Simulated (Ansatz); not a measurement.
## Run report: CH6GeO2, geometry relaxation (part 2 of 2)

The same run, continued: CH6GeO2; RKS B3LYP-D4/def2-SVP (Ansatz 0.2.0). It belongs to a series of runs on one base structure; here: end point B relaxed.

Geometry of the input (Å):
```
Ge -1.1257  0.0228  0.7370
H  1.4804  0.0861  1.6197
C  2.0386  0.0871  0.6654
H  1.7411  -0.7855  0.0685
H  1.7981  1.0060  0.1153
H  3.1152  0.0447  0.8838
O  -0.8834  1.3428  -0.4494
H  -0.7143  0.9836  -1.3355
O  -0.9277  -1.2923  -0.5000
H  -1.0191  -2.1916  -0.1560
```

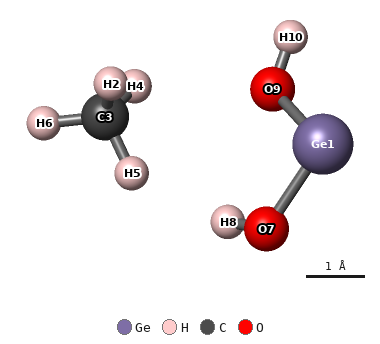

The geometry at step 15 of the log (ball-and-stick view, seen at a tilt; atoms are numbered from 1 in the order of the input).

## Trajectory as extended XYZ, continued
```
10
Properties=species:S:1:pos:R:3:forces:R:3 step=6 energy=-61739.02157
Ge   -1.4558    0.0216    0.6159   -0.0005   0.0117  -0.0143
H     1.7381    0.0550    1.7330   -0.0011  -0.0003   0.0037
C     2.0974    0.0972    0.6934    0.0803  -0.0003   0.0061
H     1.7130   -0.7695    0.1388   -0.0220   0.0038  -0.0056
H     1.7309    1.0202    0.2246   -0.0186  -0.0065   0.0012
H     3.1975    0.0858    0.6931   -0.0273   0.0000   0.0000
O    -0.9419    1.3319   -0.4895   -0.0034  -0.0355  -0.0323
H    -0.5590    0.9711   -1.3072   -0.0046   0.0248   0.0293
O    -0.9349   -1.3098   -0.5008   -0.0033   0.0215   0.0197
H    -1.0824   -2.2000   -0.1527    0.0005  -0.0192  -0.0078
10
Properties=species:S:1:pos:R:3:forces:R:3 step=7 energy=-61739.02271
Ge   -1.4810    0.0256    0.6002   -0.0180  -0.0023   0.0080
H     1.7770    0.0434    1.7488    0.0169  -0.0015  -0.0096
C     2.1049    0.0978    0.6988   -0.0703  -0.0052   0.0119
H     1.7027   -0.7646    0.1487    0.0116   0.0042   0.0055
H     1.7118    1.0209    0.2511    0.0137  -0.0029   0.0048
H     3.2024    0.0940    0.6623    0.0317   0.0017  -0.0101
O    -0.9498    1.3278   -0.5039   -0.0008   0.0368   0.0053
H    -0.5385    0.9772   -1.3108   -0.0001  -0.0212  -0.0044
O    -0.9367   -1.3130   -0.4931    0.0187  -0.0075  -0.0248
H    -1.0900   -2.2055   -0.1534   -0.0034  -0.0021   0.0133
10
Properties=species:S:1:pos:R:3:forces:R:3 step=8 energy=-61739.02392
Ge   -1.5206    0.0332    0.5708    0.0036  -0.0248  -0.0220
H     1.8406    0.0235    1.7763    0.0297   0.0014  -0.0792
C     2.1044    0.0952    0.7075    0.0040   0.0023   0.0474
H     1.6769   -0.7619    0.1679    0.0066   0.0109   0.0146
H     1.6807    1.0227    0.2959    0.0231  -0.0263   0.0136
H     3.2005    0.0990    0.6038   -0.0611   0.0088   0.0048
O    -0.9579    1.3297   -0.5247    0.0115   0.0227  -0.0231
H    -0.5157    0.9780   -1.3155   -0.0175  -0.0122   0.0345
O    -0.9241   -1.3128   -0.4888    0.0044   0.0163  -0.0028
H    -1.0818   -2.2030   -0.1447   -0.0043   0.0009   0.0121
10
Properties=species:S:1:pos:R:3:forces:R:3 step=9 energy=-61739.02464
Ge   -1.5514    0.0386    0.5457    0.0074  -0.0310  -0.0285
H     1.8924    0.0121    1.7943    0.0236   0.0059  -0.1043
C     2.1027    0.0913    0.7136    0.0540   0.0044   0.0592
H     1.6572   -0.7666    0.1900    0.0071   0.0137   0.0156
H     1.6535    1.0176    0.3262    0.0247  -0.0327   0.0178
H     3.1938    0.1049    0.5571   -0.1056   0.0081   0.0129
O    -0.9672    1.3338   -0.5402    0.0161   0.0113  -0.0198
H    -0.4962    0.9789   -1.3128   -0.0181  -0.0055   0.0283
O    -0.9102   -1.3093   -0.4868   -0.0109   0.0073   0.0201
H    -1.0715   -2.1977   -0.1383    0.0018   0.0185  -0.0013
10
Properties=species:S:1:pos:R:3:forces:R:3 step=10 energy=-61739.02535
Ge   -1.5760    0.0404    0.5279    0.0106  -0.0220  -0.0193
H     1.9242    0.0068    1.8013    0.0119   0.0047  -0.0639
C     2.1043    0.0901    0.7168    0.0305   0.0051   0.0377
H     1.6507   -0.7693    0.2032    0.0077   0.0092   0.0088
H     1.6388    1.0138    0.3437    0.0167  -0.0220   0.0126
H     3.1895    0.1129    0.5314   -0.0639   0.0031   0.0057
O    -0.9675    1.3348   -0.5458    0.0099   0.0037  -0.0267
H    -0.4836    0.9766   -1.3089   -0.0122   0.0011   0.0309
O    -0.9056   -1.3078   -0.4850   -0.0112   0.0134   0.0156
H    -1.0718   -2.1948   -0.1360   -0.0001   0.0037  -0.0014
10
Properties=species:S:1:pos:R:3:forces:R:3 step=11 energy=-61739.02584
Ge   -1.6242    0.0424    0.4953    0.0113  -0.0076  -0.0400
H     1.9797   -0.0034    1.8108    0.0038   0.0041  -0.0280
C     2.1099    0.0906    0.7213    0.0111   0.0105   0.0134
H     1.6447   -0.7698    0.2209    0.0013  -0.0031   0.0012
H     1.6179    1.0110    0.3761    0.0085  -0.0103   0.0107
H     3.1842    0.1293    0.4874   -0.0294   0.0002   0.0020
O    -0.9780    1.3341   -0.5611    0.0705  -0.0459  -0.0566
H    -0.4440    0.9702   -1.2894   -0.0701   0.0355   0.0736
O    -0.9044   -1.3081   -0.4806   -0.0102   0.0278   0.0241
H    -1.0827   -2.1927   -0.1321    0.0031  -0.0112  -0.0004
10
Properties=species:S:1:pos:R:3:forces:R:3 step=13 energy=-61739.02669
Ge   -1.6814    0.0431    0.4469    0.0251   0.0085  -0.0330
H     2.0540   -0.0143    1.8211    0.0066   0.0050  -0.0514
C     2.1114    0.0954    0.7262    0.0080   0.0151   0.0258
H     1.6231   -0.7635    0.2448    0.0072   0.0034   0.0050
H     1.5876    1.0148    0.4265    0.0205  -0.0228   0.0101
H     3.1679    0.1495    0.4222   -0.0447  -0.0003   0.0100
O    -0.9615    1.3292   -0.5691    0.0182  -0.0437  -0.0236
H    -0.3955    0.9596   -1.2685   -0.0302   0.0213   0.0433
O    -0.9009   -1.3136   -0.4712   -0.0146   0.0078   0.0207
H    -1.1017   -2.1967   -0.1302    0.0038   0.0057  -0.0071
10
Properties=species:S:1:pos:R:3:forces:R:3 step=14 energy=-61739.02709
Ge   -1.7038    0.0427    0.4242    0.0246   0.0013  -0.0377
H     2.0894   -0.0148    1.8227    0.0017   0.0027  -0.0317
C     2.1076    0.0979    0.7274    0.0145  -0.0056   0.0202
H     1.6054   -0.7611    0.2606    0.0072   0.0077   0.0050
H     1.5726    1.0167    0.4490    0.0086  -0.0048   0.0022
H     3.1523    0.1554    0.3871   -0.0294   0.0008   0.0051
O    -0.9542    1.3261   -0.5735   -0.0043  -0.0230   0.0117
H    -0.3637    0.9566   -1.2510   -0.0088   0.0028   0.0084
O    -0.8954   -1.3165   -0.4664   -0.0185   0.0088   0.0215
H    -1.1073   -2.1994   -0.1315    0.0045   0.0093  -0.0048
10
Properties=species:S:1:pos:R:3:forces:R:3 step=15 energy=-61739.02727
Ge   -1.7557    0.0401    0.3796    0.0686  -0.0076  -0.0713
H     2.1501   -0.0175    1.8267   -0.0035   0.0042  -0.0550
C     2.1131    0.1030    0.7321    0.0340  -0.0077   0.0257
H     1.5891   -0.7528    0.2834    0.0072   0.0092   0.0101
H     1.5650    1.0237    0.4866    0.0093  -0.0067   0.0038
H     3.1403    0.1636    0.3404   -0.0506   0.0009   0.0148
O    -0.9509    1.3202   -0.5798   -0.0034  -0.0421   0.0010
H    -0.3269    0.9505   -1.2274   -0.0294   0.0080   0.0377
O    -0.8972   -1.3226   -0.4605   -0.0349   0.0294   0.0397
H    -1.1238   -2.2046   -0.1326    0.0027   0.0125  -0.0064
10
Properties=species:S:1:pos:R:3:forces:R:3 step=16 energy=-61739.02753
Ge   -1.7556    0.0403    0.3748    0.0437  -0.0045  -0.0489
H     2.1548   -0.0191    1.8238    0.0002  -0.0020   0.0142
C     2.1098    0.1026    0.7317   -0.0130   0.0025  -0.0057
H     1.5829   -0.7523    0.2863   -0.0017  -0.0056  -0.0007
H     1.5598    1.0232    0.4916    0.0039   0.0016   0.0010
H     3.1320    0.1642    0.3328    0.0113   0.0038  -0.0084
O    -0.9486    1.3209   -0.5812    0.0015  -0.0384   0.0003
H    -0.3187    0.9510   -1.2227   -0.0224   0.0089   0.0254
O    -0.8919   -1.3230   -0.4578   -0.0264   0.0269   0.0266
H    -1.1216   -2.2043   -0.1306    0.0029   0.0067  -0.0038
10
Properties=species:S:1:pos:R:3:forces:R:3 step=17 energy=-61739.02773
Ge   -1.7660    0.0396    0.3627   -0.0002   0.0024  -0.0025
H     2.1662   -0.0207    1.8236    0.0016  -0.0001  -0.0011
C     2.1101    0.1036    0.7319   -0.0011   0.0004   0.0010
H     1.5786   -0.7504    0.2898   -0.0001   0.0001   0.0004
H     1.5584    1.0253    0.4997   -0.0001   0.0000   0.0013
H     3.1284    0.1666    0.3222    0.0002   0.0001  -0.0011
O    -0.9477    1.3188   -0.5828   -0.0011  -0.0040   0.0016
H    -0.3086    0.9493   -1.2142    0.0002  -0.0010   0.0008
O    -0.8921   -1.3235   -0.4544    0.0013   0.0001  -0.0002
H    -1.1242   -2.2050   -0.1299   -0.0006   0.0021  -0.0001
10
Properties=species:S:1:pos:R:3:forces:R:3 step=18 energy=-61739.02790
Ge   -1.7919    0.0394    0.3343   -0.0010   0.0024  -0.0048
H     2.2042   -0.0257    1.8232    0.0000   0.0029  -0.0299
C     2.1103    0.1064    0.7342    0.0133   0.0047   0.0112
H     1.5652   -0.7454    0.3039    0.0046   0.0038   0.0038
H     1.5493    1.0290    0.5275    0.0091  -0.0101   0.0035
H     3.1145    0.1742    0.2896   -0.0267  -0.0008   0.0117
O    -0.9440    1.3145   -0.5897    0.0212  -0.0049  -0.0140
H    -0.2818    0.9438   -1.1969   -0.0228   0.0071   0.0183
O    -0.8904   -1.3259   -0.4482    0.0027  -0.0059  -0.0013
H    -1.1325   -2.2067   -0.1294   -0.0005   0.0009   0.0014
10
Properties=species:S:1:pos:R:3:forces:R:3 step=19 energy=-61739.02791
Ge   -1.8275    0.0387    0.2940    0.0250  -0.0005  -0.0180
H     2.2520   -0.0320    1.8212   -0.0059   0.0079  -0.0725
C     2.1117    0.1099    0.7372    0.0325   0.0131   0.0234
H     1.5506   -0.7391    0.3214    0.0112   0.0083   0.0095
H     1.5399    1.0334    0.5625    0.0240  -0.0267   0.0070
H     3.0971    0.1846    0.2504   -0.0627  -0.0026   0.0325
O    -0.9369    1.3100   -0.5950    0.0364  -0.0241  -0.0395
H    -0.2517    0.9370   -1.1763   -0.0508   0.0211   0.0513
O    -0.8890   -1.3297   -0.4400   -0.0084   0.0013   0.0079
H    -1.1433   -2.2091   -0.1267   -0.0012   0.0022  -0.0015
10
Properties=species:S:1:pos:R:3:forces:R:3 step=20 energy=-61739.02815
Ge   -1.8265    0.0387    0.2917   -0.0029  -0.0008  -0.0022
H     2.2584   -0.0322    1.8198   -0.0003   0.0027  -0.0243
C     2.1117    0.1097    0.7382    0.0039   0.0085   0.0077
H     1.5489   -0.7394    0.3259    0.0045   0.0011   0.0023
H     1.5391    1.0328    0.5672    0.0108  -0.0109   0.0029
H     3.0929    0.1851    0.2462   -0.0206  -0.0010   0.0106
O    -0.9396    1.3103   -0.5994    0.0361  -0.0130  -0.0233
H    -0.2491    0.9378   -1.1736   -0.0341   0.0147   0.0251
O    -0.8892   -1.3302   -0.4412    0.0037  -0.0012   0.0013
H    -1.1435   -2.2090   -0.1263   -0.0011  -0.0002   0.0000
10
Properties=species:S:1:pos:R:3:forces:R:3 step=21 energy=-61739.02825
Ge   -1.8318    0.0385    0.2811   -0.0091   0.0010   0.0090
H     2.2678   -0.0322    1.8164    0.0029  -0.0008   0.0058
C     2.1084    0.1108    0.7376   -0.0072   0.0026  -0.0023
H     1.5423   -0.7386    0.3308    0.0003  -0.0005  -0.0006
H     1.5337    1.0333    0.5742    0.0003  -0.0007   0.0009
H     3.0831    0.1879    0.2350    0.0065  -0.0003  -0.0030
O    -0.9314    1.3094   -0.5971    0.0072  -0.0007  -0.0130
H    -0.2384    0.9357   -1.1661   -0.0033   0.0046   0.0078
O    -0.8850   -1.3314   -0.4371    0.0029  -0.0043  -0.0044
H    -1.1456   -2.2098   -0.1262   -0.0006  -0.0010  -0.0002
10
Properties=species:S:1:pos:R:3:forces:R:3 step=22 energy=-61739.02836
Ge   -1.8518    0.0375    0.2581    0.0095   0.0022  -0.0084
H     2.2933   -0.0336    1.8136    0.0004   0.0000   0.0007
C     2.1103    0.1132    0.7389   -0.0005  -0.0017  -0.0009
H     1.5370   -0.7355    0.3407   -0.0002   0.0003   0.0007
H     1.5313    1.0357    0.5912   -0.0017   0.0019   0.0012
H     3.0740    0.1936    0.2159    0.0021  -0.0001  -0.0015
O    -0.9298    1.3065   -0.6013   -0.0035  -0.0062   0.0021
H    -0.2210    0.9318   -1.1497   -0.0014   0.0009   0.0032
O    -0.8857   -1.3340   -0.4323   -0.0066   0.0007   0.0041
H    -1.1547   -2.2117   -0.1265    0.0019   0.0021  -0.0011
```

## Summary

| quantity | value |
| --- | --- |
| outcome | converged |
| total energy | −61739.0286 eV |
| mean-field energy | −61738.7905 eV |
| largest force (length of the vector) at the end | 0.013 eV/Å |
| hardware | 2 threads of Arm Neoverse V1, 24 GiB of memory available, shared host |
| wall time | 59 s (CPU time 1.9 min) |
| peak memory | 0.23 GiB |
